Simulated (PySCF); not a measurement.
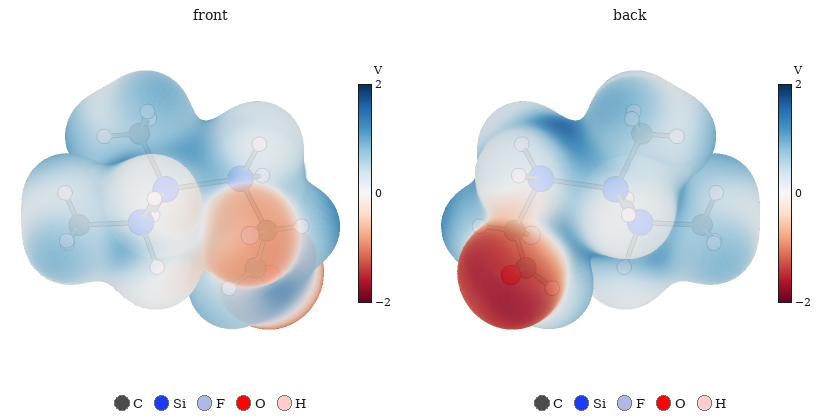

Figure. C4H13FOSi3. The electrostatic potential painted on the density surface at 0.002 e/bohr³, seen from the front and from behind; the colour scale runs from red (negative) to blue (positive).

Geometry: GFN2-xTB.

Theory: PBE0/pcSseg-1, SCF density, gas phase, non-relativistic in PySCF.

```xyz
22

C     2.6518   -0.0023   -2.1149
Si    1.5419    0.7135   -0.7438
Si   -0.0802   -0.8646   -0.1289
C     0.7272   -2.5281    0.3555
Si   -1.4969   -0.2758    1.6222
C    -1.8675    1.6298    1.3684
F    -0.6494    2.2885    1.2997
C    -2.6196    1.7831    0.1211
O    -3.7736    1.4715   -0.0324
H     3.1743   -0.8923   -1.7761
H     2.0693   -0.2775   -2.9897
H     3.4025    0.7149   -2.4344
H     2.4036    1.0874    0.3856
H     0.9348    1.9437   -1.2655
H    -0.9551   -1.1902   -1.2824
H     1.3746   -2.4211    1.2213
H     1.3321   -2.9210   -0.4562
H    -0.0189   -3.2797    0.5968
H    -0.9182   -0.2855    2.9746
H    -2.8397   -0.8446    1.7697
H    -2.4037    2.0223    2.2316
H    -1.9998    2.1473   -0.7232
```

Q: Which sites attract a positive test charge, and which a negative one?

A: A positive charge is drawn to the negative regions and a negative charge to the positive ones. The most negative region (about −1.6 V) lies over O9, the most positive (about +1.4 V) over Si5. O9 is the likeliest acceptor of a hydrogen bond.

Q: How polar is the molecule by this calculation?

A: Its dipole moment is 2.88 D.
